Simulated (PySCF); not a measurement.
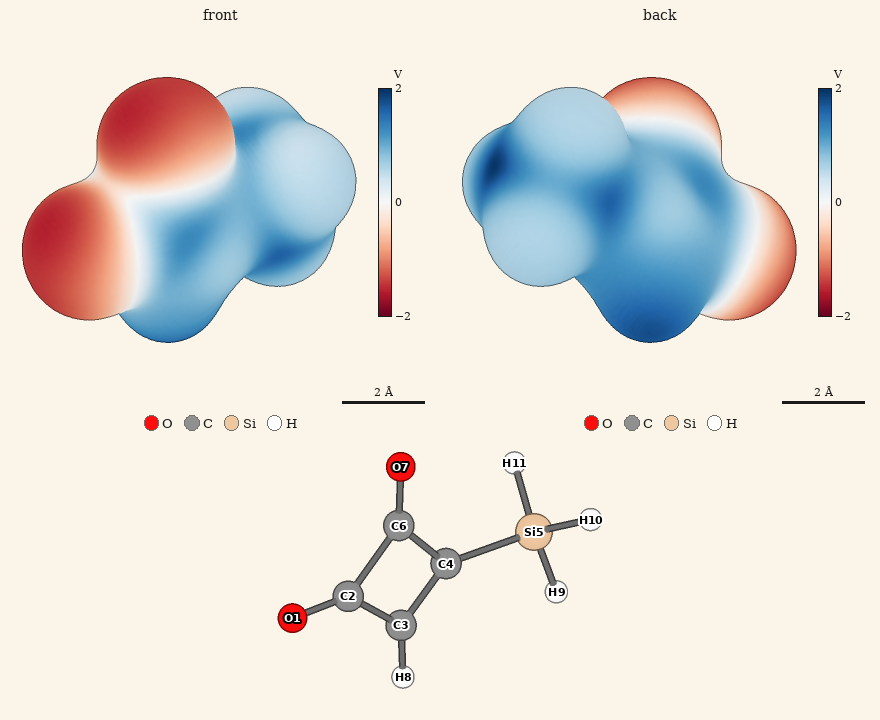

C4H4O2Si. The electrostatic potential painted on the density surface at 0.002 e/bohr³, seen from the front and from behind; the colour scale runs from red (negative) to blue (positive). The bare structure is drawn below in the same view.

Geometry: GFN2-xTB.

Computed with PySCF, PBE0/pcSseg-1, SCF density, gas phase, non-relativistic.

```json
{"atom": "O", "x (Å)": "3.2312", "y (Å)": "-0.1225", "z (Å)": "-0.3206"}
{"atom": "C", "x (Å)": "2.0445", "y (Å)": "-0.0564", "z (Å)": "-0.2001"}
{"atom": "C", "x (Å)": "0.8985", "y (Å)": "-0.9968", "z (Å)": "-0.2696"}
{"atom": "C", "x (Å)": "-0.0404", "y (Å)": "-0.0484", "z (Å)": "-0.0080"}
{"atom": "Si", "x (Å)": "-1.9151", "y (Å)": "-0.0002", "z (Å)": "0.1729"}
{"atom": "C", "x (Å)": "0.9895", "y (Å)": "1.0361", "z (Å)": "0.0986"}
{"atom": "O", "x (Å)": "0.9720", "y (Å)": "2.2087", "z (Å)": "0.3175"}
{"atom": "H", "x (Å)": "0.8358", "y (Å)": "-2.0533", "z (Å)": "-0.4590"}
{"atom": "H", "x (Å)": "-2.4180", "y (Å)": "-1.3572", "z (Å)": "-0.0351"}
{"atom": "H", "x (Å)": "-2.4062", "y (Å)": "0.9193", "z (Å)": "-0.8502"}
{"atom": "H", "x (Å)": "-2.1864", "y (Å)": "0.4733", "z (Å)": "1.5277"}
```

Question: Where is the surface potential most negative and most positive?

Answer: The most negative region (about −1.5 V) lies over O1 and O7, the most positive (about +1.8 V) over Si5 and H8.

Question: How polar is the molecule by this calculation?

Answer: Its dipole moment is 4.78 D.
